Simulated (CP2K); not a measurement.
Consider 2-borylthiazole at its PBE geometry (Å).

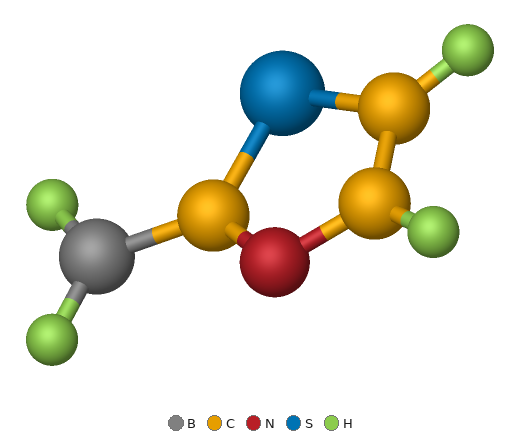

The molecule (boron grey, carbon orange, nitrogen red, sulfur blue, hydrogen green).

```xyz
10

B     2.1854    0.1329   -0.0502
C     0.6652    0.0313   -0.0134
N    -0.0726   -1.0832    0.0135
C    -1.3991   -0.8078    0.0384
C    -1.7359    0.5417    0.0326
S    -0.3304    1.4855   -0.0074
H     2.7019    1.2120   -0.0780
H     2.8365   -0.8680   -0.0502
H    -2.1207   -1.6226    0.0626
H    -2.7304    0.9781    0.0520
```

Method: CP2K XAS_TDP, all-electron GAPW, PBEh(45%), aug-cc-pVDZ, TDA, GW2X-corrected core level, no relativity.

**Question.** Where do the C K-edge lines lie, and how strong are they?

Leading lines: C2 286.12 eV, C4 287.88 eV and C5 286.39 eV. The leading line of an atom is its first one with 35 % of the strongest within 2.5 eV of its lowest line over the strength cut. Core ionisation energies at this level: C4 292.82, C5 292.58 and C2 292.40 eV.

The first six lines of each atom with a strength over 0.0015:

| atom | energy (eV) | states | strength, one atom | above the computed threshold |
| --- | --- | --- | --- | --- |
| C2 (bonded to B, N and S) | 286.12 | 1 | 0.0286 |  |
|  | 288.85 | 1 | 0.0274 |  |
|  | 289.19 | 1 | 0.0422 |  |
|  | 290.74 | 1 | 0.0026 |  |
|  | 291.51 | 1 | 0.0027 |  |
|  | 291.82 | 1 | 0.0019 |  |
| C4 (bonded to C, N and H) | 287.88 | 1 | 0.0444 |  |
|  | 288.18 | 1 | 0.0121 |  |
|  | 290.82 | 1 | 0.0115 |  |
|  | 291.19 | 1 | 0.0067 |  |
|  | 291.88 | 2 | 0.0058 |  |
|  | 292.43 | 1 | 0.0028 |  |
| C5 (bonded to C, S and H) | 286.39 | 1 | 0.0466 |  |
|  | 289.60 | 1 | 0.0061 |  |
|  | 289.81 | 1 | 0.0279 |  |
|  | 290.39 | 1 | 0.0156 |  |
|  | 291.45 | 1 | 0.0026 |  |
|  | 291.63 | 1 | 0.0049 |  |

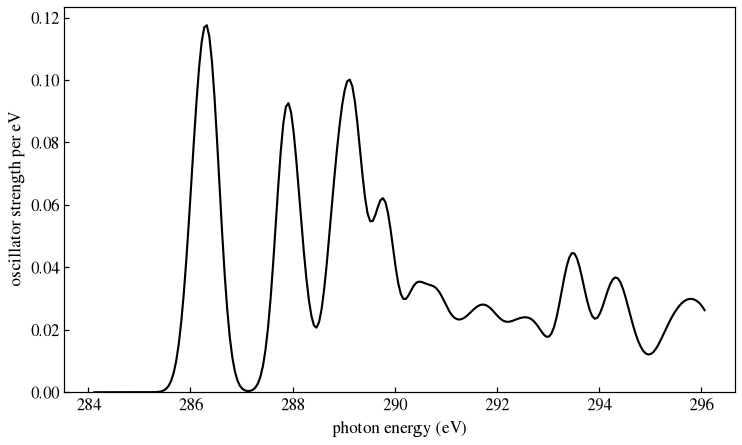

All atoms added, broadened by 0.5 eV.

Lines are vertical, at one geometry, with no vibrational structure. GW2X ionisation energies and lines can be off by 1 to 2 eV either way, and a good line position may hide errors that cancel. These values hold no scalar relativity, about 0.1 eV for C 1s. Rydberg lines, and the discretised continuum above threshold, depend on the basis and the box.

[Banner, clock and machine lines of the logs are left out without a mark of their own.]

[Logs are printed without paths, hosts, clocks, repeated set-up lines and the standing remarks that a program may print on its own settings, such as how far it seeks lower states.]

[Hosts, paths, dates, database ids (printed as entryN), source tags and the programs' standing remarks are cut or masked in the printed files.]
